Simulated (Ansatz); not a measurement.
# Single-point calculation, with input and output: HfHClF4

System: HfHClF4.
Method: RKS PBE0-D4/def2-TZVPP (Ansatz 0.2.0).

The geometry is the reactant side of a reaction. The reaction was set up to form Hf1–Cl7 and F2–H6 and to break Hf1–F2 and H6–Cl7 (atoms counted from 1 in the order of the input); sticks are drawn by distance alone. The geometry comes from this level: PBE0-D4/def2-TZVP.

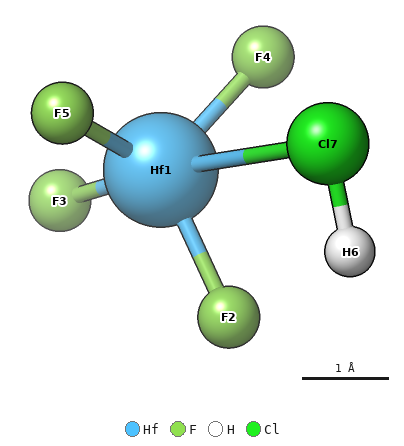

Figure 1. The input geometry (ball-and-stick view, seen at a tilt; atoms are numbered from 1 in the order of the input). Sticks mark near contacts. Bond lengths as drawn: Cl–H 1.28 Å, Cl–Hf 3.02 Å and F–Hf 1.89 to 1.92 Å.

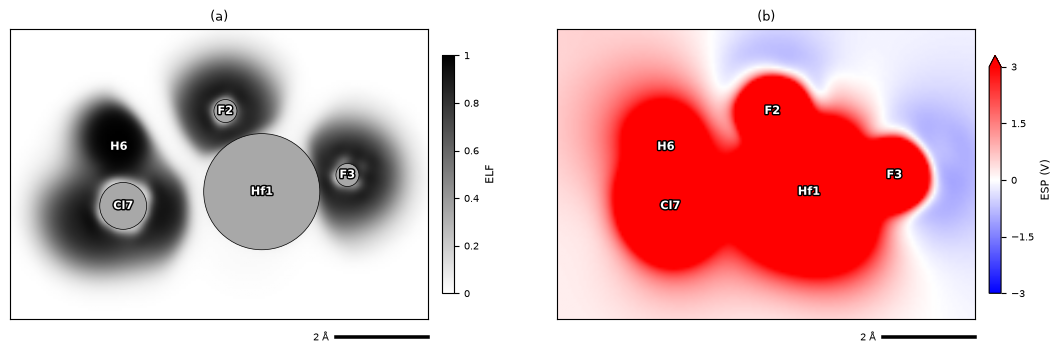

Figure 2. (a) ELF; (b) electrostatic potential on the plane of atoms Hf1, Cl7 and H6. Grey discs, where drawn, cover atomic cores. Hf–F (1.89 Å): the ELF peaks at about 0.85 in the valence shell of F, 0.5 Å from its nucleus, and drops to about 0.20 between the two atoms. Hf–Cl (3.02 Å): the ELF peaks at about 0.90 in the valence shell of Cl, 0.9 Å from its nucleus, and is about 0.15 at the midpoint, which marks a largely ionic contact. Cl–H (1.28 Å): the ELF climbs to about 1 towards the hydrogen, as it does in any bond to H.

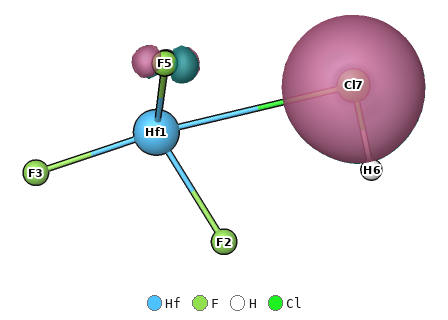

Figure 3. One frontier orbital at ±0.15 Å⁻³ᐟ² (teal and pink are the two phases), seen face on. The HOMO, at −10.57 eV.

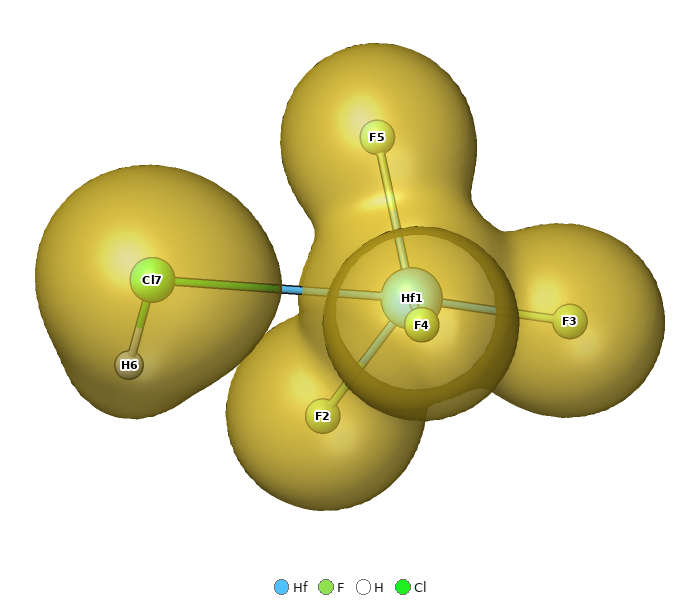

Figure 4. Isosurface of the electron density at 0.15 e/Å³ (yellow), seen at an oblique angle. At this value the surface falls into two separate pieces. It is pinched off along the Hf–Cl (3.02 Å) contacts. On the grid the lowest density along these lines, outside the cores, is 0.92 e/Å³ (Hf–F, 1.89 Å), 0.13 e/Å³ (Hf–Cl, 3.02 Å) and 1.7 e/Å³ (Cl–H, 1.28 Å).

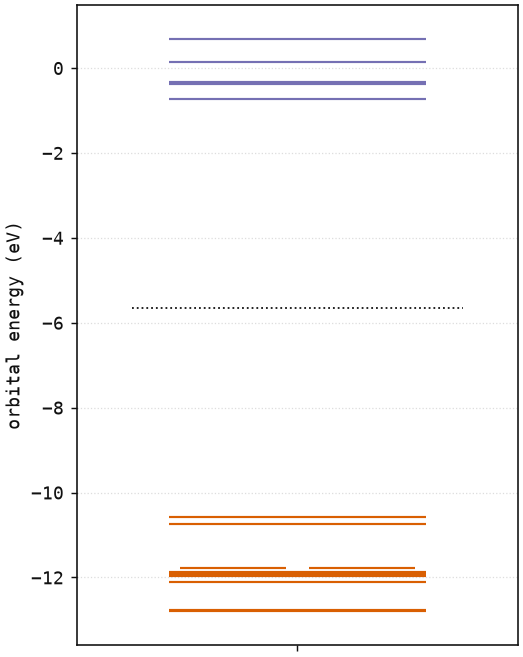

Figure 5. Orbital energies near the frontier; the dotted line parts filled from empty levels, and levels within 0.02 eV of each other stand side by side. Highest filled −10.57 eV, lowest empty −0.73 eV, 9.84 eV apart.

The input that produced these results follows, with the program's output.

Input
```yaml
crystal:
  periodic: [false, false, false]
  atoms:
    - {symbol: Hf, position_ang: [-0.441247, -0.666553, 0.091457]}
    - {symbol: F, position_ang: [1.420796, -0.734639, -0.369708]}
    - {symbol: F, position_ang: [-0.935878, -2.493850, 0.167679]}
    - {symbol: F, position_ang: [-1.581220, 0.059779, -1.247425]}
    - {symbol: F, position_ang: [-0.816473, -0.018089, 1.840212]}
    - {symbol: H, position_ang: [1.755805, 1.687807, -0.384983]}
    - {symbol: Cl, position_ang: [0.598216, 2.165545, -0.097232]}
basis:
  gaussian: {orbitals: def2-TZVPP}
hamiltonian: {xc: pbe0, dispersion: d4}
output: {orbitals: {seedname: orbitals}}
```

Run as:
```bash
ansatz run in.yaml --threads 8 --pin off --events-out ev --progress --plain --max-ram 19148MiB
```

What the program printed
```
Functional definition: PBE0
  name "PBE0"
  cite "Adamo & Barone, J. Chem. Phys. 110, 6158 (1999) doi:10.1063/1.478522"
  cite "Perdew, Burke & Ernzerhof, Phys. Rev. Lett. 77, 3865 (1996) doi:10.1103/PhysRevLett.77.3865"
  parent pbe
  parameter a = 0.25
  parameter kappa = 0.804
  parameter beta = 0.06672455060314922
  exchange = (1 - a)*pbe_x(kappa = kappa, mu = beta*pi^2/3) + a*exact_x
  correlation = pbe_c(beta = beta)
1412 factors; their error is unknown
mean field evaluation 1: about -24705.6376 eV, gradient 7.4e1 eV
mean field evaluation 2: about -24676.8863 eV, gradient 1.6e2 eV
mean field evaluation 4: about -24713.5720 eV, gradient 3.2e0 eV
mean field evaluation 8: about -24713.5911 eV, gradient 2.7e-1 eV
mean field evaluation 16: about -24713.6813 eV, gradient 1.6e-4 eV
mean field -24713.68129795 eV, -908.2110361648 hartree, gradient 5.0e-5 eV, S^2 0.000000; 0 other end points of the search recorded, 0 dependent functions left out
reference -24713.68133837 eV, -908.2110376502 hartree; 33, 33 occupied and 203, 203 virtual orbitals, 1412 factors
Total energy: -24713.80070669 eV, -908.2154243549 hartree
```

Results in brief

```json
{"quantity": "outcome", "value": "converged"}
{"quantity": "total energy", "value": "−24713.8007 eV"}
{"quantity": "mean-field energy", "value": "−24713.6813 eV"}
{"quantity": "dispersion energy", "value": "−0.1194 eV"}
{"quantity": "SCF solution under orbital rotations", "value": "stable"}
{"quantity": "HOMO", "value": "−10.57 eV"}
{"quantity": "LUMO", "value": "−0.73 eV"}
{"quantity": "hardware", "value": "8 threads of Arm Neoverse V1, 23 GiB of memory available, shared host"}
{"quantity": "wall time", "value": "2 s (CPU time 13 s)"}
{"quantity": "peak memory", "value": "0.64 GiB"}
```
